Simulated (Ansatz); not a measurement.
# One shape, several levels: SiH3 (silyl radical)

Wanted: a comparison of 6 runs (U-wB97M-V/3-21G, UCAM-B3LYP/3-21G, UPBE/3-21G, U-wB97X/6-31G*, UBCCD(T)/6-31G*, UCCSD(T)/3-21G) of SiH3 (silyl radical). 

The results are computed with Ansatz 0.2.0.

61 further runs of the same task are left out: 61 set aside as unsound or not needed.

**1. The structure to begin with**

SiH3: 4 atoms, total charge 0, spin state doublet. As SMILES, `[SiH3]`. The H2–Si1 distance was set to 2.173 Å, away from the relaxed value. At this shape a bond of the SMILES string is far longer than usual.

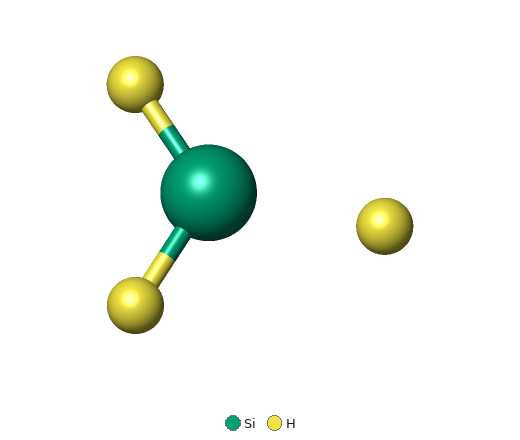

Viewed from a chosen angle; silicon teal, hydrogen yellow.

**2. The energy at U-wB97M-V/3-21G (run 1)**

Contents of input.yaml:

```yaml
crystal:
  periodic: [false, false, false]
  atoms:
    - {symbol: Si, position_ang: [0.016295, -0.359221, -0.725422]}
    - {symbol: H, position_ang: [0.587110, 0.661780, 1.105640]}
    - {symbol: H, position_ang: [-0.385225, -1.741911, -0.566942]}
    - {symbol: H, position_ang: [-0.788975, 0.418389, -1.644272]}
basis:
  gaussian:
    orbitals: 3-21G.json
magnetization:
  spin_polarized: true
  initial_magnetization: 1
hamiltonian:
  xc: {name: wB97M-V}
accuracy: high
```

The basis set 3-21G is read from a file made from the Basis Set Exchange's data (not shown).

The run is started by

```console
ansatz run input.yaml --threads 1 --pin off --max-ram 2610MiB --events-out events.jsonl --progress --plain --runs-dir runs
```

Output:

```text
Warning: RAYON_NUM_THREADS=1 ignored (pool sized by the plan → 1); use --threads N
Functional definition: wB97M-V
  name "wB97M-V"
  parameter omega = 0.3/bohr
  parameter cx = 0.15
  parameter cx01 = 1.007
  parameter cx10 = 0.259
  parameter css00 = 0.443
  parameter css04 = -1.437
  parameter css10 = -4.535
  parameter css20 = -3.390
  parameter css43 = 4.278
  parameter cos00 = 1.000
  parameter cos10 = 1.358
  parameter cos20 = 2.924
  parameter cos21 = -8.812
  parameter cos60 = -1.390
  parameter cos61 = 9.142
  parameter b = 6.0
  parameter c = 0.01
  gx(w, u) = 1 - cx + cx01*u + cx10*w
  gss(w, u) = css00 + css04*u^4 + css10*w + css20*w^2 + css43*w^4*u^3
  gos(w, u) = cos00 + cos10*w + (cos20 + cos21*u)*w^2 + (cos60 + cos61*u)*w^6
  exchange = spin_sum(e_x_unif_sr(omega)*gx(b97_w, b97_u_x)) + cx*exact_x_sr(omega) + exact_x_lr(omega)
  correlation = spin_sum(e_c_pw_mod_same_spin*gss(b97_w, b97_u_same))
      + integral(e_c_pw_mod_opposite_spin*gos(b97_w_opposite, b97_u_opposite)) + vv10(b, c)
373 factors; integrals over basis functions are off by at most 2.8e-9 eV
158 factors; integrals over basis functions are off by at most 1.9e-9 eV
mean field evaluation 1: about -7879.5540 eV, gradient 3.1e0 eV
mean field evaluation 2: about -7879.6801 eV, gradient 1.1e0 eV
mean field evaluation 4: about -7879.7058 eV, gradient 2.0e-1 eV
mean field evaluation 8: about -7879.7044 eV, gradient 3.1e-2 eV
mean field evaluation 16: about -7879.7045 eV, gradient 5.3e-5 eV
mean field -7879.70453534 eV, -289.5738006183 hartree, gradient 8.0e-8 eV, S^2 0.750632; 0 other end points of the search recorded, 0 dependent functions left out
reference -7879.70453833 eV, -289.5738007279 hartree; 9, 8 occupied and 10, 11 virtual orbitals, 373 factors
Total energy: -7879.70453833 eV, -289.5738007279 hartree
```

Wall time 11 s (1 thread of Arm Neoverse V2, shared host); peak memory 0.36 GiB.

**3. A single-point energy at UCAM-B3LYP/3-21G (run 2)**

input.yaml, as its differences from that of step 2:

```diff
@@ -8,9 +8,6 @@
 basis:
-  gaussian:
-    orbitals: 3-21G.json
-magnetization:
-  spin_polarized: true
-  initial_magnetization: 1
-hamiltonian:
-  xc: {name: wB97M-V}
+  gaussian: {orbitals: 3-21G.json}
+total_charge: 0
+magnetization: {spin_polarized: true, initial_magnetization: 1}
+hamiltonian: {xc: {name: CAM-B3LYP}}
 accuracy: high
```

The basis set 3-21G is read from a file made from the Basis Set Exchange's data (not shown).

The run is started by

```console
ansatz run input.yaml --threads 1 --pin off --max-ram 2610MiB --events-out events.jsonl --progress --plain --runs-dir runs
```

Output:

```text
Warning: RAYON_NUM_THREADS=1 ignored (pool sized by the plan → 1); use --threads N
Functional definition: CAM-B3LYP
  name "CAM-B3LYP"
  parameter alpha = 0.19
  parameter beta = 0.46
  parameter omega = 0.33/bohr
  parameter ac = 0.81
  exchange = (1 - alpha - beta)*b88_x + beta*b88_x_sr(omega) + alpha*exact_x + beta*exact_x_lr(omega)
  correlation = (1 - ac)*vwn5_c + ac*lyp_c
373 factors; integrals over basis functions are off by at most 2.8e-9 eV
163 factors; integrals over basis functions are off by at most 1.9e-9 eV
mean field evaluation 1: about -7880.5277 eV, gradient 2.5e0 eV
mean field evaluation 2: about -7880.6285 eV, gradient 8.3e-1 eV
mean field evaluation 4: about -7880.6464 eV, gradient 1.7e-1 eV
mean field evaluation 8: about -7880.6413 eV, gradient 4.0e-2 eV
mean field evaluation 16: about -7880.6415 eV, gradient 4.4e-5 eV
mean field -7880.64152174 eV, -289.6082342332 hartree, gradient 1.7e-8 eV, S^2 0.751071; 2 other end points of the search recorded, 0 dependent functions left out
reference -7880.64153643 eV, -289.6082347733 hartree; 9, 8 occupied and 10, 11 virtual orbitals, 373 factors
Total energy: -7880.64153643 eV, -289.6082347733 hartree
```

It took 1.4 s on 1 thread of Arm Neoverse V2, shared host; peak memory 0.11 GiB.

Runs 3 to 5 aren't shown in full; the table further down has their settings and results.

**4. A single-point energy at UCCSD(T)/3-21G (run 6)**

Contents of in.yaml:

```yaml
crystal:
  periodic: [false, false, false]
  atoms:
    - {symbol: Si, position_ang: [0.016295, -0.359221, -0.725422]}
    - {symbol: H, position_ang: [0.587110, 0.661780, 1.105640]}
    - {symbol: H, position_ang: [-0.385225, -1.741911, -0.566942]}
    - {symbol: H, position_ang: [-0.788975, 0.418389, -1.644272]}
basis:
  gaussian:
    orbitals: 3-21G.json
magnetization:
  spin_polarized: true
  initial_magnetization: 1
correlation:
  method: ccsd_t
  frozen_orbitals: {H: 0, Si: 5}
accuracy: high
scf:
  omitted_lower_state_checks: [cluster_reference, increment]
```

The basis set 3-21G is read from a file made from the Basis Set Exchange's data (not shown).

The run is started by

```console
ansatz run in.yaml --threads 1 --pin off --max-ram 2610MiB --events-out events.jsonl --progress --plain --runs-dir runs
```

Output:

```text
Warning: RAYON_NUM_THREADS=1 ignored (pool sized by the plan → 1); use --threads N
[... 13 lines left out ...]
5 core orbitals not correlated: weight in the atoms' cores, before any rotation towards them, 1.000 or more for the frozen orbitals, at most 0.000 for the correlated occupied ones
[... 33 lines left out ...]
Total energy: -7866.64985913 eV, -289.0940501164 hartree
Checks for a lower state left out: cluster_reference, increment
```

It took 0.22 s on 1 thread of Arm Neoverse V2, shared host.

**5. All runs side by side**

```csv
run,level,frozen core orbitals,energy (Eh),⟨S²⟩,wall time
1,U-wB97M-V/3-21G,–,-289.573801,0.751,11 s
2,UCAM-B3LYP/3-21G,–,-289.608235,0.751,1.4 s
3,UPBE/3-21G,–,-289.456892,0.753,1 s
4,U-wB97X/6-31G* (spherical functions),–,-291.123487,0.752,9.3 s
5,UBCCD(T)/6-31G* (spherical functions),5,-290.632735,0.970,0.44 s
6,UCCSD(T)/3-21G,5,-289.094050,1.036,0.22 s
```

**6. What came out**

| quantity | value |
| --- | --- |
| run 6: total energy | -289.09405 Eh |
| run 6: correlation energy (5 core orbitals frozen) | -82.3 mEh |
| run 6: (T) correction | -1.44 mEh |
| run 6: ⟨S²⟩ of the reference determinant | 1.036 |
| run 6: T1 diagnostic | 0.071 |

Totals of different functionals can't be ranked against each other. Spin contamination of the reference: run 6 ⟨S²⟩ = 1.04, run 5 ⟨S²⟩ = 0.97. All runs together took 23 s, the longest 11 s.
